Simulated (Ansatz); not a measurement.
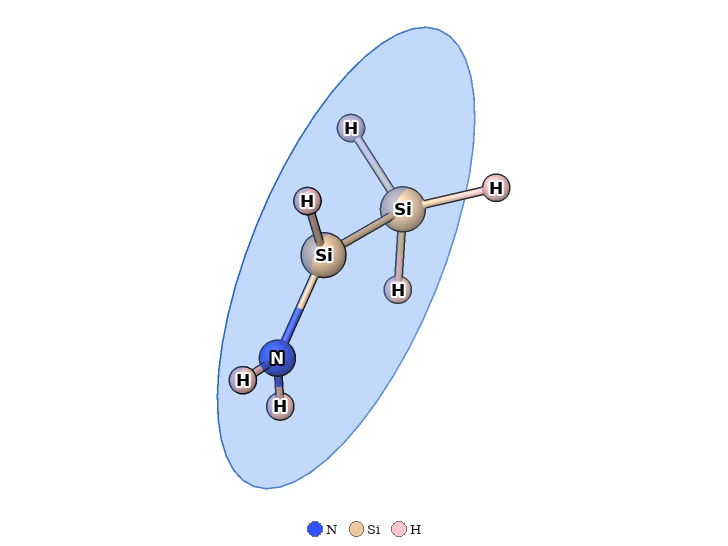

All proper rotation axes (lines) and mirror planes (discs) of the structure are drawn in. Distant atoms are faded towards the background colour. State: charge +1, singlet. The computed structure is the end point of a PBE0-D4/def2-TZVP optimisation. No frequency run is at hand to confirm it as a minimum.

**Name the symmetry elements and the point group.**

It has 1 mirror plane. Point group Cs. The group has 2 operations. The geometry is achiral, and symmetry allows a dipole moment.
